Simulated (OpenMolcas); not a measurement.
**TiHCl3O (SMILES Cl[Ti](Cl)(Cl)O) at 6 levels**

Wanted: a comparison of 6 runs (HF/def2-SVP, B2PLYP/def2-SVP, B3LYP/def2-SVP, BHLYP/def2-SVP, BLYP/def2-SVP, M06-2X/def2-SVP) of TiHCl3O. 

The calculation is run with OpenMolcas 26.06.

1 further run of the same task is left out (it didn't finish).

## Step 1: The molecule

TiHCl3O: 6 atoms, total charge 0, spin state singlet. As SMILES, `Cl[Ti](Cl)(Cl)O`. The shape is that of a PBE0-D4/def2-TZVP optimisation.

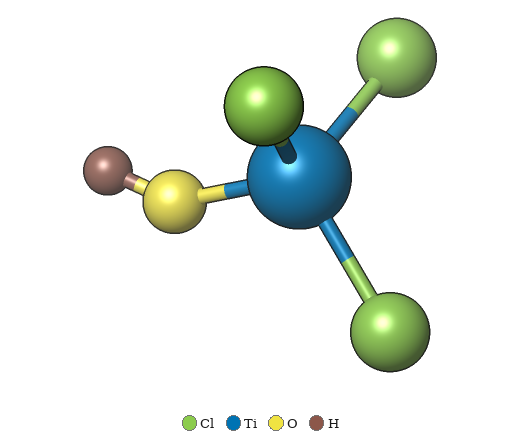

The structure, seen from a chosen angle (chlorine green, titanium blue, oxygen yellow, hydrogen brown).

## Step 2: Energy and gradient at HF/def2-SVP (run 1)

The input, mol.inp:

```
>>> EXPORT MOLCAS_PRINT=2

&GATEWAY
  BasLib = $CurrDir
  BasisSet
  Cl.def2-SVP....
  Cl1 -1.629250 -0.831330 1.360800 angstrom
  Cl3 1.757320 -1.362960 0.488070 angstrom
  Cl4 -0.693400 -0.978720 -2.087950 angstrom
  End of Basis
  BasisSet
  Ti.def2-SVP....
  Ti2 -0.080580 -0.347470 -0.093680 angstrom
  End of Basis
  BasisSet
  O.def2-SVP....
  O5 0.191890 1.375840 -0.087440 angstrom
  End of Basis
  BasisSet
  H.def2-SVP....
  H6 0.454040 2.144630 0.420190 angstrom
  End of Basis

&SEWARD

&SCF
  Thresholds = 1e-10 1e-07 1e-07 1e-05
  PrOrbitals = 1 1

&ALASKA
```

The basis set def2-SVP is read from a file made from the Basis Set Exchange's data (not shown).

Run with:

```sh
export MOLCAS_MEM=1860
pymolcas mol.inp > mol.log
```

Output:

```text
--- Start Module: gateway ---
[...]
--- Stop Module: gateway /rc=_RC_ALL_IS_WELL_ ---
[...]
      Basis functions          104
[...]
--- Start Module: scf ---
[...]
       Convergence after  15 Iterations
[...]
::    Total SCF energy                              -2301.9749820556
[...]
      Total spin, S                                     0.0000000000
[...]
      Total electronic charge=   82.000000
      Total            charge=   -0.000000
[...]
      Dipole Moment (debye):
      Origin of the operator (angstrom)=   -0.1184   -0.6090   -0.0814
                   X=  6.6138E-01               Y=  2.5016E+00               Z=  9.5599E-01           Total=  2.7585E+00
      Quadrupole Moment (debye*angstrom):
[...]
--- Stop Module: scf /rc=_RC_ALL_IS_WELL_ ---
[...]
--- Start Module: alaska ---
[...]
 *              Molecular gradients               *
 **************************************************
  Irreducible representation: a
 ------------------------------------------------------------------------------------------
                              X                       Y                       Z
 ------------------------------------------------------------------------------------------
  CL1               3.03527469673881E-03    8.37967556534203E-04   -2.78566480823628E-03
  CL3              -3.61344497155613E-03    1.86878647413025E-03   -1.07886216928499E-03
  CL4               1.17045422759787E-03    1.31738374388490E-03    3.73335900142280E-03
  TI2              -3.33676565803498E-03   -2.26558223293019E-02    7.44776938735925E-04
  O5               -9.90959904873856E-04    8.49564433178784E-03   -8.30235704246274E-03
  H6                3.73544160998662E-03    1.01360402229771E-02    7.68874807984155E-03
 ------------------------------------------------------------------------------------------
--- Stop Module: alaska /rc=_RC_ALL_IS_WELL_ ---
[...]
```

It took 28 s on 1 thread of AMD EPYC 7R43 (Zen 3), shared host; peak memory 0.59 GiB.

## Step 3: The energy at B2PLYP/def2-SVP (run 2)

The input, mol.inp:

```
&gateway
 baslib = $CurrDir
 coord
 6
 angstrom
 Cl      -1.629250      -0.831330       1.360800
 Ti      -0.080580      -0.347470      -0.093680
 Cl       1.757320      -1.362960       0.488070
 Cl      -0.693400      -0.978720      -2.087950
 O        0.191890       1.375840      -0.087440
 H        0.454040       2.144630       0.420190
 basis = def2-SVP
 group = NoSym

&seward
 gridinput
 Grid=UltraFine
 End of Grid

&scf
 ksdft = B2PLYP_SCF
 thresholds = 1e-10 1e-07 1e-07 1e-05
 prorbitals = 1

&mbpt2
 frozen = 21
```

The basis set def2-SVP is read from a file made from the Basis Set Exchange's data (not shown).

Run with:

```sh
export MOLCAS_MEM=1860
pymolcas mol.inp > mol.log
```

Output:

```text
--- Start Module: gateway ---
[...]
--- Stop Module: gateway /rc=_RC_ALL_IS_WELL_ ---
[...]
      Basis functions          104
[...]
--- Start Module: scf ---
[...]
       Convergence after  16 Iterations
[...]
::    Total KS-DFT energy                           -2304.5316857139
[...]
      Total spin, S                                     0.0000000000
[...]
      Total electronic charge=   82.000000
      Total            charge=   -0.000000
[...]
      Dipole Moment (debye):
      Origin of the operator (angstrom)=   -0.1184   -0.6090   -0.0814
                   X=  6.4652E-01               Y=  2.4625E+00               Z=  9.2418E-01           Total=  2.7085E+00
      Quadrupole Moment (debye*angstrom):
[...]
--- Stop Module: scf /rc=_RC_ALL_IS_WELL_ ---
[...]
--- Start Module: mbpt2 ---
[...]
 ###    WARNING: MP2 implementation intended for RHF references only         ###
 ###############################################################################
MBPT2 WARNING: Reference function according to RunFile:KS-DFT
I'll assume you know what you're doing and continue
WARNING!
Default frozen orbitals as non valence orbitals is overwritten by user input.
Default values:  22
[...]
       Reference weight ( Cref**2 )         =        0.62663
::    Total MBPT2 energy                            -2305.7029676633
[...]
      Total MBPT2 calculations                           0.80      0.99
--- Stop Module: mbpt2 /rc=_RC_ALL_IS_WELL_ ---
[...]
```

It took 39 s on 1 thread of AMD EPYC 7R43 (Zen 3), shared host; peak memory 0.59 GiB.

Run 3 isn't shown in full; the table further down has it.

## Step 4: Energy and gradient at BHLYP/def2-SVP (run 4)

The input, struct.xyz:

```xyz
6

Cl    -1.629250    -0.831330     1.360800
Ti    -0.080580    -0.347470    -0.093680
Cl     1.757320    -1.362960     0.488070
Cl    -0.693400    -0.978720    -2.087950
O      0.191890     1.375840    -0.087440
H      0.454040     2.144630     0.420190
```

The input, run.input:

```
&GATEWAY
  BasLib
  $CurrDir
  Coord
  struct.xyz
  Basis
  def2-SVP
  Group
  NoSym

&SEWARD
  GridInput
  Grid=UltraFine
  End of Grid

&SCF
  KSDFT
  HYB_GGA_XC_BHANDHLYP
  Thresholds
  1e-10 1e-07 1e-07 1e-05
  PrOrbitals
  1 1

&ALASKA
```

The basis set def2-SVP is read from a file made from the Basis Set Exchange's data (not shown).

Run with:

```sh
export MOLCAS_MEM=1860
pymolcas run.input > run.log
```

Output:

```text
--- Start Module: gateway ---
[...]
--- Stop Module: gateway /rc=_RC_ALL_IS_WELL_ ---
[...]
      Basis functions          104
[...]
--- Start Module: scf ---
[...]
       Convergence after  16 Iterations
[...]
::    Total KS-DFT energy                           -2305.4604784012
[...]
      Total spin, S                                     0.0000000000
[...]
      Total electronic charge=   82.000000
      Total            charge=   -0.000000
[...]
      Dipole Moment (debye):
      Origin of the operator (angstrom)=   -0.1184   -0.6090   -0.0814
                   X=  6.4552E-01               Y=  2.4548E+00               Z=  9.2487E-01           Total=  2.7015E+00
      Quadrupole Moment (debye*angstrom):
[...]
--- Stop Module: scf /rc=_RC_ALL_IS_WELL_ ---
[...]
--- Start Module: alaska ---
[...]
 *              Molecular gradients               *
 **************************************************
  Irreducible representation: a
 ------------------------------------------------------------------------------------------
                              X                       Y                       Z
 ------------------------------------------------------------------------------------------
  CL1              -1.42664607242438E-03   -6.12856049437838E-04    1.31305047557362E-03
  TI2              -1.94588236218940E-03   -1.26812045811420E-02    1.50805721175762E-04
  CL3               1.63050714598256E-03   -1.10412716770014E-03    5.22397394870922E-04
  CL4              -5.69233113958845E-04   -6.23368101031474E-04   -1.84349524105443E-03
  O5                1.54185512820204E-03    1.28335685642575E-02   -1.65428125560840E-03
  H6                7.69399274457072E-04    2.18798733476877E-03    1.51152290517409E-03
 ------------------------------------------------------------------------------------------
--- Stop Module: alaska /rc=_RC_ALL_IS_WELL_ ---
[...]
```

Run time: 46 s. Hardware: 1 thread of AMD EPYC 7R43 (Zen 3), shared host; peak memory 0.59 GiB.

Run 5 isn't shown in full; the table further down has it.

## Step 5: Energy and forces at M06-2X/def2-SVP (run 6)

The input, coord.xyz:

```xyz
6

Cl    -1.629250    -0.831330     1.360800
Ti    -0.080580    -0.347470    -0.093680
Cl     1.757320    -1.362960     0.488070
Cl    -0.693400    -0.978720    -2.087950
O      0.191890     1.375840    -0.087440
H      0.454040     2.144630     0.420190
```

The input, job.inp:

```
* Cl3HOTi Kohn-Sham DFT
>>> EXPORT MOLCAS_PRINT=2

&GATEWAY
 BasLib=$CurrDir
 Coord=coord.xyz
 Basis=def2-SVP
 Group=NoSym

&SEWARD
 GridInput
 Grid=UltraFine
 End of Grid

&SCF
 KSDFT=M062X
 Thresholds=1e-10 1e-07 1e-07 1e-05
 PrOrbitals=1 1

&ALASKA
```

The basis set def2-SVP is read from a file made from the Basis Set Exchange's data (not shown).

Run with:

```sh
export MOLCAS_MEM=1860
pymolcas job.inp > job.log
```

Output:

```text
--- Start Module: gateway ---
[...]
--- Stop Module: gateway /rc=_RC_ALL_IS_WELL_ ---
[...]
      Basis functions          104
[...]
--- Start Module: scf ---
[...]
       Convergence after  16 Iterations
[...]
::    Total KS-DFT energy                           -2305.4325834380
[...]
      Total spin, S                                     0.0000000000
[...]
      Total electronic charge=   82.000000
      Total            charge=   -0.000000
[...]
      Dipole Moment (debye):
      Origin of the operator (angstrom)=   -0.1184   -0.6090   -0.0814
                   X=  6.5214E-01               Y=  2.5027E+00               Z=  9.2149E-01           Total=  2.7455E+00
      Quadrupole Moment (debye*angstrom):
[...]
--- Stop Module: scf /rc=_RC_ALL_IS_WELL_ ---
[...]
--- Start Module: alaska ---
[...]
 *              Molecular gradients               *
 **************************************************
  Irreducible representation: a
 ------------------------------------------------------------------------------------------
                              X                       Y                       Z
 ------------------------------------------------------------------------------------------
  CL1              -8.70389666829396E-04   -2.89959262843809E-04    8.48191080820015E-04
  TI2              -1.87223325730967E-03   -1.16980565549136E-02   -1.52651762533040E-04
  CL3               9.98078438001926E-04   -5.91740876238589E-04    3.10477551424881E-04
  CL4              -3.34151467543009E-04   -3.62132856256636E-04   -1.20992235311235E-03
  O5                3.80117902627242E-03    1.76458874981407E-02    3.76839255006090E-03
  H6               -1.72248307260370E-03   -4.70399794802834E-03   -3.56448706696977E-03
 ------------------------------------------------------------------------------------------
--- Stop Module: alaska /rc=_RC_ALL_IS_WELL_ ---
[...]
```

It took 54 s on 1 thread of AMD EPYC 7R43 (Zen 3), shared host; peak memory 0.59 GiB.

## Step 6: The series

| run | level | task | frozen core orbitals | energy (Eh) | dipole moment (D) | HOMO energy (eV) | LUMO energy (eV) | wall time |
| --- | --- | --- | --- | --- | --- | --- | --- | --- |
| 1 | HF/def2-SVP | gradient | – | -2301.974982 | 2.76 | -12.41 | 0.43 | 28 s |
| 2 | B2PLYP/def2-SVP | energy | 21 | -2304.847932 | 2.71 | -10.23 | -1.90 | 39 s |
| 3 | B3LYP/def2-SVP | gradient | – | -2305.610423 | 2.67 | -8.71 | -3.34 | 57 s |
| 4 | BHLYP/def2-SVP | gradient | – | -2305.460478 | 2.70 | -10.29 | -2.25 | 46 s |
| 5 | BLYP/def2-SVP | gradient | – | -2305.572741 | 2.63 | -7.37 | -3.67 | 47 s |
| 6 | M06-2X/def2-SVP | gradient | – | -2305.432583 | 2.75 | -10.42 | -2.18 | 54 s |

## Step 7: Results

| quantity | value |
| --- | --- |
| run 6: total energy | -2305.43258 Eh |
| run 6: dipole moment | 2.75 D |
| run 6: HOMO energy | -10.42 eV |
| run 6: LUMO energy | -2.18 eV |
| run 6: HOMO–LUMO gap | 8.23 eV |
| run 6: largest force on an atom | 0.948 eV/Å |

**Reading.** The dipole moment (its size) runs from 2.63 D (BLYP/def2-SVP) to 2.76 D (HF/def2-SVP). The HOMO–LUMO gap runs from 3.70 eV (BLYP/def2-SVP) to 12.84 eV (HF/def2-SVP). Exact exchange widens orbital gaps. For B2PLYP the log adds the whole second-order term; the table takes 0.27 of it, as the functional is defined. Totals of different functionals can't be ranked against each other. All runs together took 4.5 min, the longest 57 s.
